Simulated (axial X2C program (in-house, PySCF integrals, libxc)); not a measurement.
Relativistic diatomic calculation for FH⁺

- system: FH⁺, single determinant with M_S = 1/2 and |Λ| = 1.
- method: HF, spin-free X2C-1e, F dyall-v3z, H dyall-v3z (cores contracted) (axial X2C program (in-house, PySCF integrals, libxc))

### Input file
```
{"zs": [9, 1], "q": 1, "bas": ["dyall-v3z", "dyall-v3z"], "levels": ["PBE0", "HF", "BP86", "PW91"], "cc": false, "r0": 0.96, "npts": 10, "nst": 2, "ntry": 6, "opt": {"auxb": 6.0}}
```

The line is the task of a batch: nuclear charges, charge, bases, the levels to run, a first guess of the distance and further settings. This report covers HF without spin-orbit coupling. The log is that of the reference distance 1.013 Å.

Launched within a batch (the task file carries these settings):
```bash
python <driver script> task.json out
```

### Output
```
spin-free X2C-1e  HF
basis functions 55  fitting functions 163  grid points 4338
iter        total energy     max residual
   1        -99.622567000     8.64e-02
   2        -99.626740229     6.36e-03
   3        -99.626844725     1.24e-03
   4        -99.626853491     5.69e-04
   5        -99.626856809     2.83e-04
   6        -99.626857188     1.11e-04
   7        -99.626857241     2.65e-05
   8        -99.626857245     9.79e-06
   9        -99.626857245     2.04e-06
converged
one-electron -144.04458617  Coulomb 49.74033931  exact exchange -10.02408610  xc functional 0.00000000  nuclear repulsion 4.70147571
```

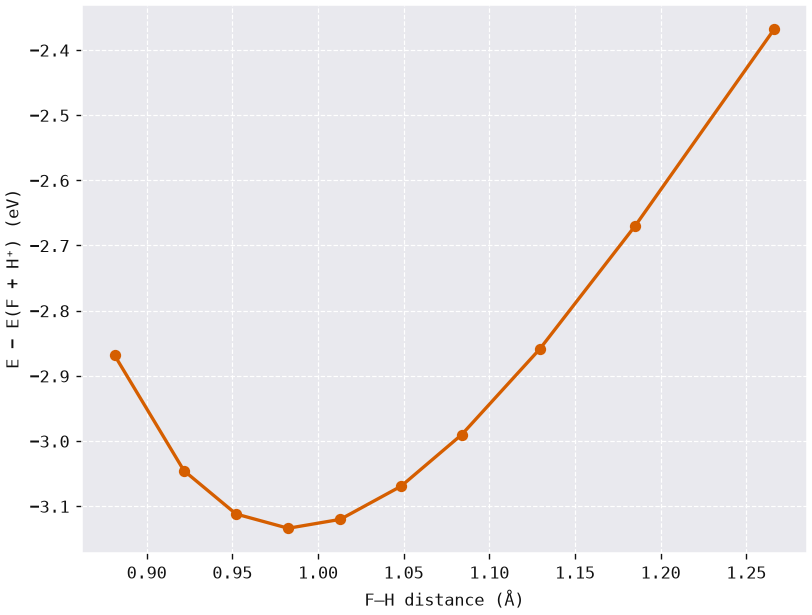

Figure 1. Energy at 10 bond lengths, for one set of occupations held fixed; the line joins the points. A polynomial of degree 6 through 9 points gives rₑ = 0.985 Å, ωₑ = 3267 cm⁻¹, ωₑxₑ = 110 cm⁻¹ and Bₑ = 18.15 cm⁻¹. The minimum lies 3.13 eV below F + H⁺, each computed as one determinant at the same level.

### Outcome

```
                    quantity                                                                 value
                     outcome                                                             converged
              bond length rₑ                                                               0.985 Å
                          ωₑ                                                             3267 cm⁻¹
       energy at the minimum                                                     −99.62736 hartree
   depth below the fragments                                                               3.13 eV
largest ⟨S²⟩ along the curve                                                                  0.76
                    hardware  1 thread of Arm Neoverse N1, 54 GiB of memory available, shared host
                 peak memory                                                              0.18 GiB
```

### What is odd here

One thing in this input was made odd on purpose: sparse fitting set (auxb = 6.0). The program ran to the end. Its numbers are those of the input as typed; this run alone doesn't show how far the oddity moves them. Hartree–Fock lacks correlation, so it usually binds too weakly.
